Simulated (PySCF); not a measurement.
RbC, quartet (excess alpha electrons: σ +1, πx +1, πy +1). TPSSh/def2-TZVPP (ECP) in PySCF, UKS. One reference determinant with the occupation held, the lowest that a PBE0 search over spins and occupations found; no spin-orbit coupling. Zero is the separated fragments in their ground configurations, without counterpoise. 2 further points of the run are not drawn.

What bond curve does the calculation give?

re = 2.716 Å, ωe = 308 cm⁻¹, ωexe = 2.0 cm⁻¹, De = 2.18 eV.
```tsv
r (Å)	E (eV)
2.330	−1.75
2.438	−1.99
2.547	−2.12
2.628	−2.17
2.709	−2.18
2.790	−2.18
2.899	−2.14
3.034	−2.05
3.197	−1.93
3.413	−1.76
```

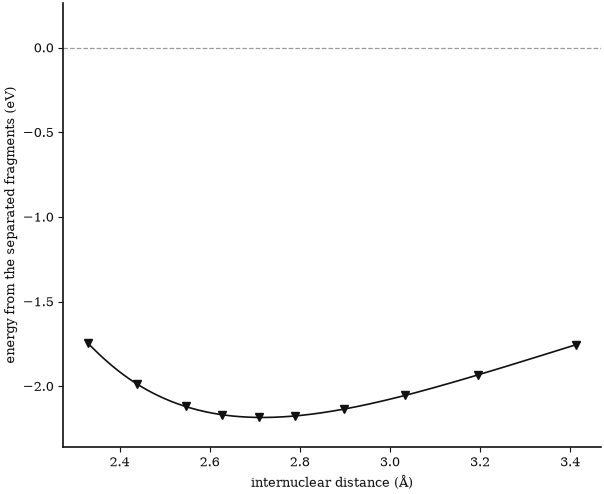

Note: lowest determinant of a PBE0 search, another state may lie lower.
